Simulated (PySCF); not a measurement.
## Electronic structure of C3H10O2Si2 in real space

```yaml
atoms:
  - { symbol: C, position_ang: [-2.7158, -0.8808, 0.0116] }
  - { symbol: C, position_ang: [-1.9400, 0.4105, -0.2023] }
  - { symbol: C, position_ang: [-0.4451, 0.1908, -0.1949] }
  - { symbol: O, position_ang: [0.0787, -0.8806, -0.0031] }
  - { symbol: O, position_ang: [0.2330, 1.2925, -0.4161] }
  - { symbol: Si, position_ang: [1.9195, 1.3802, -0.4548] }
  - { symbol: Si, position_ang: [2.7361, -0.7368, -0.0477] }
  - { symbol: H, position_ang: [-2.4975, -1.5880, -0.7843] }
  - { symbol: H, position_ang: [-2.4307, -1.3389, 0.9550] }
  - { symbol: H, position_ang: [-3.7842, -0.6818, 0.0237] }
  - { symbol: H, position_ang: [-2.2010, 0.8756, -1.1560] }
  - { symbol: H, position_ang: [-2.1649, 1.1382, 0.5818] }
  - { symbol: H, position_ang: [2.1085, 2.4391, 0.5408] }
  - { symbol: H, position_ang: [2.0826, 1.9849, -1.7801] }
  - { symbol: H, position_ang: [2.4070, -1.2477, 1.2824] }
  - { symbol: H, position_ang: [4.2111, -0.6332, -0.0746] }
  - { symbol: H, position_ang: [2.3957, -1.7120, -1.0829] }
```

Geometry: GFN2-xTB.

Computed with PBE0/pcSseg-1, SCF density, gas phase, non-relativistic (PySCF).

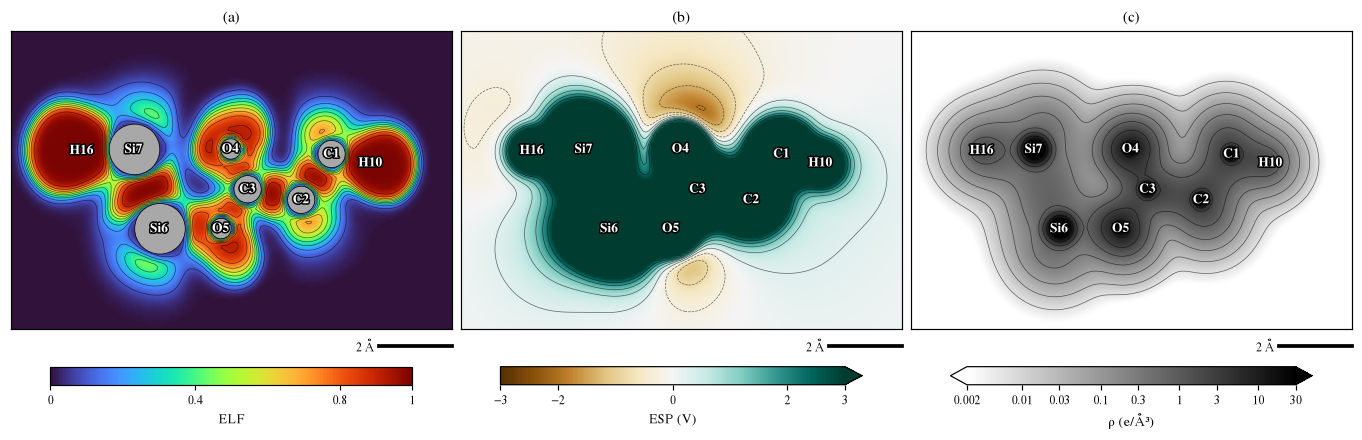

Figure 1. (a) electron localisation function; (b) electrostatic potential; (c) total electron density on the plane of atoms O5, Si6 and Si7. Grey discs cover the atomic cores in the ELF map.

> What do the fields say about this system?

- The plane passes through C, O, Si and H nuclei.
- C–O (1.21 Å): the density is about 3.3 e/Å³ at the midpoint; the ELF peaks at about 0.85 between the atoms (a short, multiple covalent bond).
- C–C (1.51 Å): the density is about 1.7 e/Å³ at the midpoint; the ELF peaks at about 0.95 between the atoms, as expected for a covalent bond.
- Si–O (1.69 Å): ρ at the midpoint is about 1 e/Å³; the ELF peaks at about 0.90 between the atoms, as expected for a shared but strongly polarised pair.
- Si–Si (2.31 Å): the density is about 0.69 e/Å³ at the midpoint; the ELF peaks at about 1 between the atoms (a shared electron pair).
- C–H (1.09 Å): the density is about 2 e/Å³ at the midpoint; the ELF climbs to about 1 towards the hydrogen, as it does in any bond to H: a covalent bond by its length.
- The ELF also peaks beside O5 and O4, away from the bonds: lone-pair regions.
- Outside the dense part of the molecule the potential is most negative (−1.9 V) near O4.

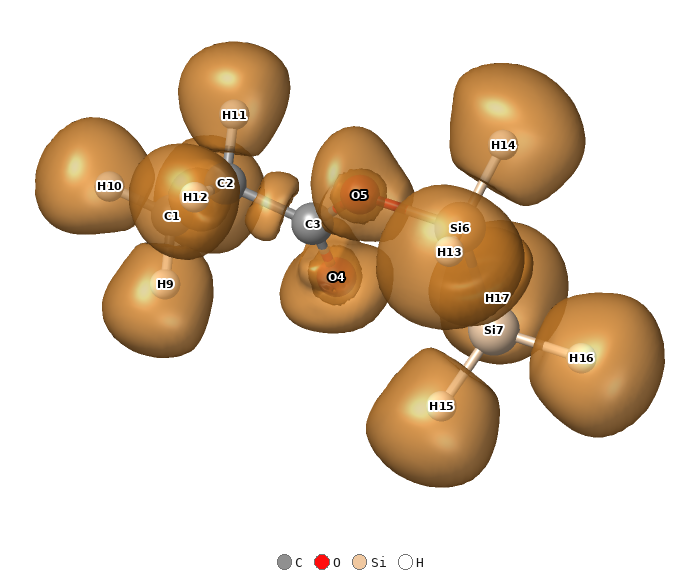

Figure 2. Isosurface of the electron localisation function at 0.75 (orange), seen at an oblique angle. Only the valence region is drawn (cores and ρ < 0.01 e/Å³ removed).

> Identify the bonds, lone pairs and shells in this picture.

At this value the surface marks out two regions between bonded C–C atoms (shared pairs), one region between bonded Si–Si atoms (shared pairs), ten regions around hydrogen nuclei and two regions on O in which the atom's valence shell and bonds are merged.

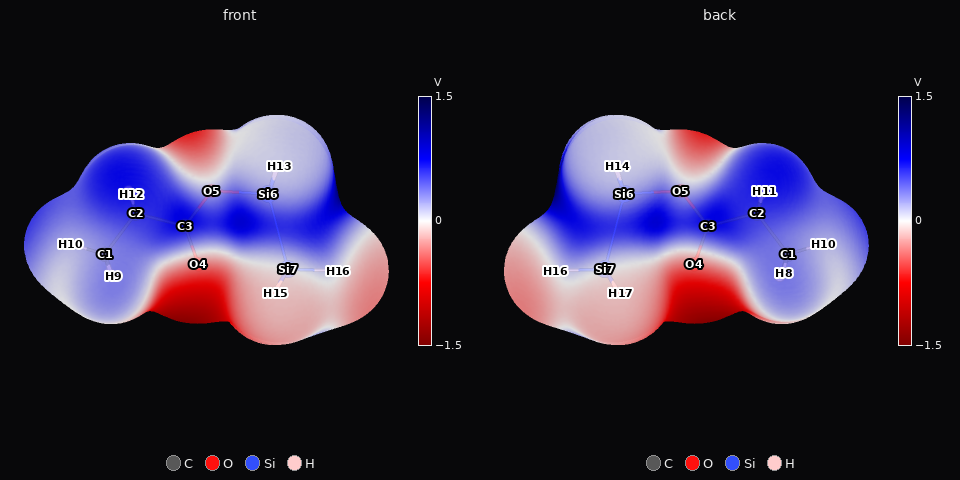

Figure 3. The electrostatic potential painted on the density surface at 0.001 e/bohr³, seen from the front and from behind; red is negative and blue positive.

> Describe the electrostatic potential map.

The most negative region (about −1.3 V, or −30 kcal/mol for a unit charge) lies over O4, the most positive (about +1.3 V, or +30 kcal/mol for a unit charge) over Si6. O4 is the likeliest acceptor of a hydrogen bond.
